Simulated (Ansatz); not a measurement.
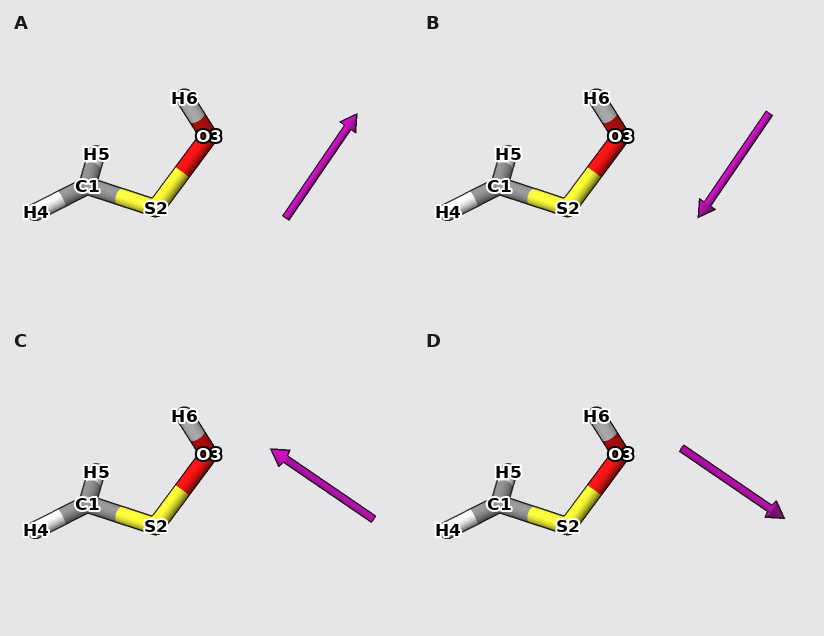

The same molecule four times, each with an arrow. The species is neutral and a spin doublet. The geometry was computed by an optimisation with PBE0-D4/def2-TZVP. No frequency run is at hand to confirm it as a minimum. Level of theory: UKS PBE0-D4/def2-TZVP (Ansatz 0.2.0).

Question: Which arrow points along the dipole moment, from the negative to the positive end?

Answer: C. The dipole moment is 1.63 D; it points from the side of S2, O3 to the side of H4 (the outermost atoms at the two ends).
